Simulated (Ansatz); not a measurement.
# Molecular dynamics of ZrH2ClOF3 (part 5 of 5)

Continued. System: ZrH2ClOF3. Method: RKS B3LYP-D4/def2-SVP (Ansatz 0.2.0). It belongs to a series of runs on one base structure; here: dynamics from the highest image of the converged band.

Geometry of the input (Å):
```
Zr 0.0595  -0.1941  0.0117
O  -0.1174  -0.2501  2.0513
H  -0.5478  0.2445  2.7600
F  1.7119  0.3675  -0.7508
F  -1.0212  1.3574  -0.2080
F  -0.8847  -1.4796  -1.0292
Cl 1.4303  -2.3168  1.2969
H  0.6919  -1.3967  2.1056
```

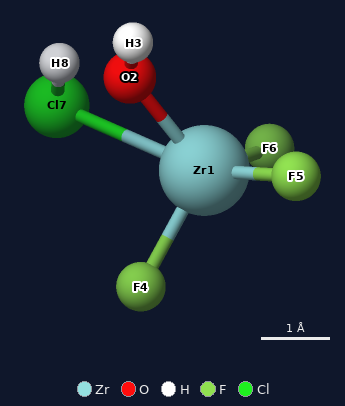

Figure 1. The geometry at step 169 of the log (ball-and-stick view, seen at a tilt; atoms are numbered from 1 in the order of the input).

**Trajectory as extended XYZ, continued**
```
8
Properties=species:S:1:pos:R:3:forces:R:3 step=137 time_fs=68.5 energy=-24031.49318 temperature=169.5
Zr    0.0551   -0.1367    0.0037   -0.8681  -1.3535   0.1864
O    -0.0064   -0.0714    2.0233    0.0210  -0.2532  -0.6441
H    -0.4723    0.5300    2.6176   -0.0113  -0.0180   0.0287
F     1.7709    0.3854   -0.6307    0.0462   0.1074  -0.1681
F    -1.1653    1.2967   -0.2398    0.0512   0.1703  -0.1876
F    -0.8500   -1.6026   -0.9835    0.7480   1.2084   0.7712
Cl    1.4135   -2.4569    1.2604   -0.4271   0.4917   0.5992
H     0.7891   -1.6579    2.1738    0.4401  -0.3531  -0.5857
8
Properties=species:S:1:pos:R:3:forces:R:3 step=139 time_fs=69.5 energy=-24031.50558 temperature=185.5
Zr    0.0530   -0.1372    0.0043   -0.6243  -1.1777   0.1884
O    -0.0053   -0.0689    2.0233   -0.1777  -0.0224  -0.4025
H    -0.4745    0.5353    2.6248    0.1810  -0.2640  -0.2244
F     1.7747    0.3878   -0.6326   -0.1166   0.0515  -0.1077
F    -1.1656    1.2970   -0.2435    0.0455   0.1635  -0.1859
F    -0.8456   -1.5990   -0.9801    0.6792   1.1089   0.7115
Cl    1.4143   -2.4602    1.2599   -0.4171   0.4745   0.5735
H     0.7887   -1.6634    2.1706    0.4300  -0.3342  -0.5528
8
Properties=species:S:1:pos:R:3:forces:R:3 step=142 time_fs=71.0 energy=-24031.53002 temperature=217.0
Zr    0.0497   -0.1381    0.0052   -0.2639  -0.8609   0.2252
O    -0.0039   -0.0653    2.0229   -0.2999   0.1038  -0.2925
H    -0.4742    0.5383    2.6313    0.2880  -0.3969  -0.3710
F     1.7803    0.3915   -0.6355   -0.3467  -0.0319  -0.0210
F    -1.1660    1.2977   -0.2492    0.0400   0.1485  -0.1848
F    -0.8385   -1.5925   -0.9745    0.5576   0.9227   0.6009
Cl    1.4153   -2.4649    1.2596   -0.2721   0.2885   0.3516
H     0.7957   -1.6773    2.1564    0.2971  -0.1737  -0.3083
8
Properties=species:S:1:pos:R:3:forces:R:3 step=144 time_fs=72.0 energy=-24031.54558 temperature=236.8
Zr    0.0475   -0.1389    0.0058   -0.0269  -0.6219   0.2678
O    -0.0031   -0.0628    2.0224   -0.2220  -0.0138  -0.4381
H    -0.4707    0.5357    2.6314    0.1971  -0.2766  -0.2541
F     1.7838    0.3940   -0.6374   -0.4888  -0.0858   0.0333
F    -1.1662    1.2982   -0.2530    0.0385   0.1351  -0.1840
F    -0.8333   -1.5876   -0.9704    0.4645   0.7755   0.5132
Cl    1.4159   -2.4679    1.2594   -0.0997   0.0708   0.0974
H     0.8040   -1.6888    2.1429    0.1372   0.0167  -0.0355
8
Properties=species:S:1:pos:R:3:forces:R:3 step=146 time_fs=73.0 energy=-24031.55176 temperature=244.8
Zr    0.0452   -0.1397    0.0065    0.2088  -0.3685   0.3171
O    -0.0025   -0.0603    2.0216   -0.0498  -0.2510  -0.7052
H    -0.4654    0.5306    2.6291    0.0113  -0.0355  -0.0073
F     1.7870    0.3964   -0.6394   -0.6207  -0.1371   0.0840
F    -1.1664    1.2989   -0.2570    0.0383   0.1199  -0.1824
F    -0.8280   -1.5822   -0.9659    0.3623   0.6117   0.4146
Cl    1.4165   -2.4709    1.2594    0.1030  -0.1859  -0.1988
H     0.8136   -1.7002    2.1291   -0.0533   0.2464   0.2781
8
Properties=species:S:1:pos:R:3:forces:R:3 step=148 time_fs=74.0 energy=-24031.54699 temperature=238.8
Zr    0.0430   -0.1406    0.0072    0.4439  -0.1073   0.3648
O    -0.0020   -0.0579    2.0204    0.1310  -0.4993  -0.9684
H    -0.4600    0.5251    2.6268   -0.1822   0.2142   0.2552
F     1.7899    0.3987   -0.6412   -0.7414  -0.1848   0.1306
F    -1.1666    1.2995   -0.2611    0.0388   0.1036  -0.1797
F    -0.8224   -1.5766   -0.9613    0.2513   0.4330   0.3053
Cl    1.4171   -2.4740    1.2592    0.2839  -0.4172  -0.4630
H     0.8228   -1.7092    2.1179   -0.2252   0.4578   0.5553
8
Properties=species:S:1:pos:R:3:forces:R:3 step=151 time_fs=75.5 energy=-24031.54130 temperature=231.7
Zr    0.0398   -0.1419    0.0083    0.7946   0.2863   0.4180
O    -0.0009   -0.0550    2.0174    0.1942  -0.6092  -1.0293
H    -0.4554    0.5209    2.6282   -0.2606   0.3170   0.3706
F     1.7936    0.4020   -0.6439   -0.8994  -0.2474   0.1917
F    -1.1669    1.3006   -0.2674    0.0392   0.0797  -0.1733
F    -0.8139   -1.5678   -0.9541    0.0697   0.1413   0.1227
Cl    1.4181   -2.4788    1.2587    0.3818  -0.5469  -0.6087
H     0.8322   -1.7142    2.1115   -0.3195   0.5792   0.7083
8
Properties=species:S:1:pos:R:3:forces:R:3 step=153 time_fs=76.5 energy=-24031.54732 temperature=239.2
Zr    0.0377   -0.1427    0.0091    1.0245   0.5440   0.4363
O    -0.0001   -0.0535    2.0147    0.0506  -0.4489  -0.7706
H    -0.4553    0.5218    2.6334   -0.1239   0.1457   0.1894
F     1.7955    0.4041   -0.6456   -0.9883  -0.2825   0.2262
F    -1.1670    1.3014   -0.2717    0.0390   0.0646  -0.1674
F    -0.8081   -1.5618   -0.9492   -0.0592  -0.0654  -0.0095
Cl    1.4189   -2.4822    1.2582    0.2925  -0.4334  -0.4796
H     0.8348   -1.7108    2.1155   -0.2352   0.4758   0.5752
8
Properties=species:S:1:pos:R:3:forces:R:3 step=155 time_fs=77.5 energy=-24031.55150 temperature=244.4
Zr    0.0358   -0.1435    0.0100    1.2473   0.7951   0.4424
O     0.0007   -0.0523    2.0115   -0.1573  -0.2086  -0.3869
H    -0.4564    0.5241    2.6404    0.0796  -0.1088  -0.0889
F     1.7969    0.4060   -0.6472   -1.0636  -0.3122   0.2558
F    -1.1671    1.3022   -0.2761    0.0389   0.0499  -0.1602
F    -0.8024   -1.5558   -0.9444   -0.1921  -0.2783  -0.1475
Cl    1.4198   -2.4857    1.2576    0.1158  -0.2007  -0.2175
H     0.8353   -1.7029    2.1249   -0.0685   0.2637   0.3027
8
Properties=species:S:1:pos:R:3:forces:R:3 step=157 time_fs=78.5 energy=-24031.54518 temperature=236.3
Zr    0.0340   -0.1442    0.0109    1.4581   1.0389   0.4416
O     0.0015   -0.0512    2.0081   -0.3224  -0.0220  -0.0375
H    -0.4567    0.5253    2.6465    0.2416  -0.3102  -0.3148
F     1.7978    0.4078   -0.6486   -1.1250  -0.3368   0.2804
F    -1.1673    1.3031   -0.2806    0.0396   0.0348  -0.1518
F    -0.7967   -1.5500   -0.9396   -0.3260  -0.4942  -0.2885
Cl    1.4208   -2.4893    1.2569   -0.0851   0.0721   0.0880
H     0.8350   -1.6925    2.1371    0.1192   0.0174  -0.0173
8
Properties=species:S:1:pos:R:3:forces:R:3 step=160 time_fs=80.0 energy=-24031.52198 temperature=206.6
Zr    0.0315   -0.1450    0.0123    1.7385   1.3906   0.4415
O     0.0023   -0.0495    2.0029   -0.3525  -0.0098   0.1881
H    -0.4528    0.5215    2.6500    0.2673  -0.3375  -0.3490
F     1.7980    0.4101   -0.6505   -1.1891  -0.3649   0.3083
F    -1.1674    1.3044   -0.2874    0.0433   0.0107  -0.1381
F    -0.7886   -1.5417   -0.9326   -0.5222  -0.8153  -0.4985
Cl    1.4221   -2.4946    1.2559   -0.3217   0.4110   0.4640
H     0.8373   -1.6772    2.1544    0.3365  -0.2849  -0.4162
8
Properties=species:S:1:pos:R:3:forces:R:3 step=162 time_fs=81.0 energy=-24031.50631 temperature=186.5
Zr    0.0301   -0.1454    0.0133    1.8923   1.6153   0.4489
O     0.0025   -0.0484    1.9996   -0.2220  -0.1838   0.1037
H    -0.4470    0.5150    2.6482    0.1321  -0.1644  -0.1488
F     1.7974    0.4114   -0.6516   -1.2118  -0.3781   0.3207
F    -1.1674    1.3052   -0.2920    0.0478  -0.0063  -0.1291
F    -0.7835   -1.5367   -0.9283   -0.6454  -1.0216  -0.6324
Cl    1.4229   -2.4980    1.2554   -0.4010   0.5388   0.6032
H     0.8425   -1.6700    2.1615    0.4080  -0.3999  -0.5661
8
Properties=species:S:1:pos:R:3:forces:R:3 step=164 time_fs=82.0 energy=-24031.49361 temperature=170.1
Zr    0.0290   -0.1456    0.0144    2.0129   1.8295   0.4630
O     0.0026   -0.0475    1.9964   -0.0323  -0.4247  -0.0929
H    -0.4400    0.5069    2.6450   -0.0637   0.0840   0.1469
F     1.7961    0.4125   -0.6525   -1.2171  -0.3867   0.3279
F    -1.1675    1.3061   -0.2968    0.0533  -0.0233  -0.1209
F    -0.7788   -1.5323   -0.9243   -0.7590  -1.2164  -0.7571
Cl    1.4236   -2.5012    1.2550   -0.4104   0.5729   0.6374
H     0.8516   -1.6666    2.1632    0.4162  -0.4353  -0.6042
8
Properties=species:S:1:pos:R:3:forces:R:3 step=166 time_fs=83.0 energy=-24031.48587 temperature=160.2
Zr    0.0280   -0.1456    0.0155    2.0957   2.0280   0.4801
O     0.0027   -0.0468    1.9930    0.1168  -0.6080  -0.2540
H    -0.4336    0.4996    2.6432   -0.2197   0.2820   0.3903
F     1.7943    0.4134   -0.6532   -1.2041  -0.3906   0.3296
F    -1.1675    1.3070   -0.3015    0.0592  -0.0392  -0.1139
F    -0.7744   -1.5284   -0.9207   -0.8598  -1.3943  -0.8688
Cl    1.4242   -2.5043    1.2549   -0.3507   0.5080   0.5628
H     0.8646   -1.6673    2.1592    0.3624  -0.3859  -0.5261
8
Properties=species:S:1:pos:R:3:forces:R:3 step=169 time_fs=84.5 energy=-24031.48606 temperature=160.2
Zr    0.0269   -0.1452    0.0173    2.1443   2.2776   0.4960
O     0.0030   -0.0464    1.9878    0.0853  -0.5526  -0.1306
H    -0.4279    0.4937    2.6475   -0.1973   0.2563   0.3692
F     1.7904    0.4144   -0.6540   -1.1504  -0.3864   0.3217
F    -1.1674    1.3082   -0.3088    0.0676  -0.0592  -0.1054
F    -0.7687   -1.5240   -0.9162   -0.9801  -1.6158  -1.0034
Cl    1.4249   -2.5087    1.2549   -0.1444   0.2265   0.2543
H     0.8903   -1.6748    2.1444    0.1751  -0.1465  -0.2018
8
Properties=species:S:1:pos:R:3:forces:R:3 step=171 time_fs=85.5 energy=-24031.48569 temperature=159.6
Zr    0.0265   -0.1446    0.0185    2.1260   2.3959   0.4879
O     0.0032   -0.0465    1.9842   -0.0878  -0.3198   0.1946
H    -0.4265    0.4929    2.6548   -0.0281   0.0445   0.1081
F     1.7870    0.4149   -0.6543   -1.0935  -0.3765   0.3097
F    -1.1673    1.3090   -0.3137    0.0727  -0.0696  -0.1002
F    -0.7655   -1.5220   -0.9137   -1.0352  -1.7230  -1.0656
Cl    1.4253   -2.5116    1.2550    0.0449  -0.0568  -0.0492
H     0.9098   -1.6819    2.1317    0.0010   0.1051   0.1147
8
Properties=species:S:1:pos:R:3:forces:R:3 step=173 time_fs=86.5 energy=-24031.47841 temperature=150.4
Zr    0.0263   -0.1438    0.0198    2.0692   2.4624   0.4560
O     0.0034   -0.0469    1.9807   -0.2727  -0.0685   0.5574
H    -0.4254    0.4925    2.6631    0.1555  -0.1865  -0.1865
F     1.7831    0.4151   -0.6545   -1.0221  -0.3606   0.2928
F    -1.1672    1.3098   -0.3187    0.0780  -0.0782  -0.0943
F    -0.7628   -1.5209   -0.9119   -1.0669  -1.7899  -1.1017
Cl    1.4257   -2.5144    1.2551    0.2300  -0.3515  -0.3599
H     0.9292   -1.6879    2.1201   -0.1710   0.3729   0.4362
8
Properties=species:S:1:pos:R:3:forces:R:3 step=175 time_fs=87.5 energy=-24031.47151 temperature=141.8
Zr    0.0263   -0.1427    0.0211    1.9764   2.4684   0.3955
O     0.0035   -0.0473    1.9776   -0.3784   0.0859   0.8127
H    -0.4228    0.4904    2.6698    0.2620  -0.3217  -0.3654
F     1.7787    0.4152   -0.6545   -0.9384  -0.3388   0.2715
F    -1.1670    1.3105   -0.3237    0.0842  -0.0858  -0.0868
F    -0.7606   -1.5208   -0.9106   -1.0733  -1.8114  -1.1094
Cl    1.4261   -2.5174    1.2551    0.3548  -0.5638  -0.5797
H     0.9471   -1.6904    2.1126   -0.2873   0.5673   0.6616
8
Properties=species:S:1:pos:R:3:forces:R:3 step=178 time_fs=89.0 energy=-24031.48569 temperature=160.0
Zr    0.0267   -0.1406    0.0232    1.7739   2.3564   0.2494
O     0.0031   -0.0478    1.9738   -0.3075   0.0327   0.8431
H    -0.4144    0.4817    2.6734    0.1970  -0.2407  -0.2632
F     1.7712    0.4149   -0.6543   -0.7926  -0.2951   0.2316
F    -1.1667    1.3115   -0.3313    0.0957  -0.0961  -0.0718
F    -0.7584   -1.5222   -0.9096   -1.0349  -1.7549  -1.0669
Cl    1.4270   -2.5221    1.2548    0.3444  -0.5521  -0.5643
H     0.9688   -1.6841    2.1132   -0.2760   0.5497   0.6421
8
Properties=species:S:1:pos:R:3:forces:R:3 step=180 time_fs=90.0 energy=-24031.50745 temperature=187.7
Zr    0.0273   -0.1389    0.0246    1.5989   2.2058   0.1205
O     0.0026   -0.0481    1.9719   -0.1354  -0.1585   0.6583
H    -0.4063    0.4728    2.6724    0.0323  -0.0317   0.0194
F     1.7657    0.4146   -0.6540   -0.6822  -0.2587   0.1996
F    -1.1665    1.3121   -0.3365    0.1044  -0.1020  -0.0599
F    -0.7576   -1.5243   -0.9097   -0.9796  -1.6612  -1.0046
Cl    1.4278   -2.5255    1.2544    0.2218  -0.3225  -0.3286
H     0.9799   -1.6732    2.1213   -0.1603   0.3287   0.3954
8
Properties=species:S:1:pos:R:3:forces:R:3 step=182 time_fs=91.0 energy=-24031.52471 temperature=209.9
Zr    0.0279   -0.1370    0.0261    1.3928   2.0050  -0.0246
O     0.0021   -0.0485    1.9704    0.0524  -0.3684   0.4417
H    -0.3979    0.4636    2.6717   -0.1451   0.1952   0.3352
F     1.7599    0.4141   -0.6536   -0.5599  -0.2169   0.1629
F    -1.1661    1.3126   -0.3416    0.1133  -0.1062  -0.0474
F    -0.7573   -1.5273   -0.9103   -0.9039  -1.5297  -0.9192
Cl    1.4285   -2.5289    1.2539    0.0664  -0.0078  -0.0100
H     0.9895   -1.6593    2.1332   -0.0160   0.0287   0.0613
8
Properties=species:S:1:pos:R:3:forces:R:3 step=184 time_fs=92.0 energy=-24031.53399 temperature=222.0
Zr    0.0288   -0.1348    0.0275    1.1564   1.7666  -0.1753
O     0.0015   -0.0491    1.9691    0.1578  -0.4713   0.3627
H    -0.3909    0.4563    2.6742   -0.2369   0.3140   0.5072
F     1.7537    0.4135   -0.6531   -0.4246  -0.1702   0.1210
F    -1.1658    1.3131   -0.3468    0.1212  -0.1078  -0.0353
F    -0.7575   -1.5310   -0.9113   -0.8118  -1.3683  -0.8148
Cl    1.4293   -2.5323    1.2534   -0.0709   0.2958   0.2936
H     0.9990   -1.6450    2.1456    0.1088  -0.2588  -0.2590
8
Properties=species:S:1:pos:R:3:forces:R:3 step=187 time_fs=93.5 energy=-24031.54468 temperature=235.9
Zr    0.0303   -0.1312    0.0296    0.7495   1.3667  -0.3853
O     0.0009   -0.0506    1.9677    0.0647  -0.2976   0.6806
H    -0.3843    0.4506    2.6864   -0.1209   0.1635   0.2951
F     1.7441    0.4125   -0.6523   -0.1959  -0.0921   0.0480
F    -1.1651    1.3138   -0.3546    0.1305  -0.1047  -0.0198
F    -0.7585   -1.5378   -0.9136   -0.6519  -1.0885  -0.6333
Cl    1.4305   -2.5373    1.2528   -0.1856   0.5972   0.5880
H     1.0153   -1.6289    2.1590    0.2095  -0.5445  -0.5732
8
Properties=species:S:1:pos:R:3:forces:R:3 step=189 time_fs=94.5 energy=-24031.55340 temperature=247.1
Zr    0.0313   -0.1287    0.0310    0.4490   1.0874  -0.4978
O     0.0005   -0.0518    1.9673   -0.0905  -0.0574   1.0452
H    -0.3816    0.4490    2.6985    0.0487  -0.0600  -0.0364
F     1.7376    0.4118   -0.6517   -0.0277  -0.0362  -0.0071
F    -1.1645    1.3142   -0.3598    0.1349  -0.0994  -0.0118
F    -0.7595   -1.5431   -0.9156   -0.5360  -0.8873  -0.5018
Cl    1.4312   -2.5404    1.2526   -0.1927   0.6582   0.6411
H     1.0286   -1.6243    2.1615    0.2143  -0.6053  -0.6316
8
Properties=species:S:1:pos:R:3:forces:R:3 step=191 time_fs=95.5 energy=-24031.56388 temperature=260.7
Zr    0.0325   -0.1260    0.0323    0.1320   0.8064  -0.5784
O     0.0001   -0.0530    1.9675   -0.2141   0.1432   1.3200
H    -0.3784    0.4468    2.7102    0.1839  -0.2417  -0.3158
F     1.7310    0.4110   -0.6511    0.1498   0.0215  -0.0662
F    -1.1639    1.3145   -0.3650    0.1384  -0.0925  -0.0052
F    -0.7609   -1.5488   -0.9178   -0.4162  -0.6808  -0.3662
Cl    1.4318   -2.5434    1.2526   -0.1477   0.5974   0.5717
H     1.0438   -1.6254    2.1581    0.1737  -0.5536  -0.5598
8
Properties=species:S:1:pos:R:3:forces:R:3 step=193 time_fs=96.5 energy=-24031.57619 temperature=276.4
Zr    0.0336   -0.1232    0.0335   -0.1936   0.5274  -0.6241
O    -0.0004   -0.0542    1.9684   -0.2458   0.2223   1.3751
H    -0.3735    0.4424    2.7191    0.2243  -0.3003  -0.4137
F     1.7246    0.4102   -0.6505    0.3328   0.0799  -0.1281
F    -1.1632    1.3147   -0.3702    0.1414  -0.0846   0.0001
F    -0.7624   -1.5549   -0.9202   -0.2951  -0.4731  -0.2297
Cl    1.4325   -2.5462    1.2527   -0.0567   0.4151   0.3814
H     1.0608   -1.6317    2.1493    0.0926  -0.3868  -0.3611
8
Properties=species:S:1:pos:R:3:forces:R:3 step=196 time_fs=98.0 energy=-24031.58567 temperature=288.4
Zr    0.0353   -0.1190    0.0353   -0.6792   0.1163  -0.6355
O    -0.0015   -0.0557    1.9714   -0.1004   0.0793   0.9941
H    -0.3625    0.4308    2.7254    0.0894  -0.1261  -0.1512
F     1.7152    0.4092   -0.6498    0.6075   0.1666  -0.2230
F    -1.1621    1.3151   -0.3780    0.1449  -0.0718   0.0069
F    -0.7650   -1.5644   -0.9240   -0.1163  -0.1663  -0.0291
Cl    1.4334   -2.5502    1.2531    0.1374  -0.0443  -0.0843
H     1.0874   -1.6473    2.1307   -0.0833   0.0463   0.1221
8
Properties=species:S:1:pos:R:3:forces:R:3 step=198 time_fs=99.0 energy=-24031.57540 temperature=275.3
Zr    0.0363   -0.1161    0.0364   -0.9881  -0.1518  -0.6179
O    -0.0023   -0.0566    1.9741    0.0691  -0.1184   0.5557
H    -0.3538    0.4213    2.7275   -0.0722   0.0899   0.1908
F     1.7093    0.4086   -0.6495    0.7838   0.2222  -0.2853
F    -1.1612    1.3152   -0.3832    0.1461  -0.0623   0.0111
F    -0.7669   -1.5709   -0.9266   -0.0024   0.0313   0.0983
Cl    1.4340   -2.5528    1.2534    0.2663  -0.3839  -0.4242
H     1.1045   -1.6577    2.1191   -0.2026   0.3730   0.4714
8
Properties=species:S:1:pos:R:3:forces:R:3 step=200 time_fs=100.0 energy=-24031.55691 temperature=251.8
Zr    0.0373   -0.1133    0.0374   -1.2753  -0.4140  -0.5924
O    -0.0031   -0.0576    1.9772    0.2060  -0.2752   0.1827
H    -0.3458    0.4126    2.7313   -0.1985   0.2615   0.4696
F     1.7038    0.4081   -0.6493    0.9493   0.2751  -0.3446
F    -1.1603    1.3154   -0.3884    0.1454  -0.0513   0.0150
F    -0.7687   -1.5774   -0.9291    0.1048   0.2206   0.2182
Cl    1.4347   -2.5556    1.2535    0.3495  -0.6226  -0.6633
H     1.1196   -1.6646    2.1119   -0.2812   0.6060   0.7148
```
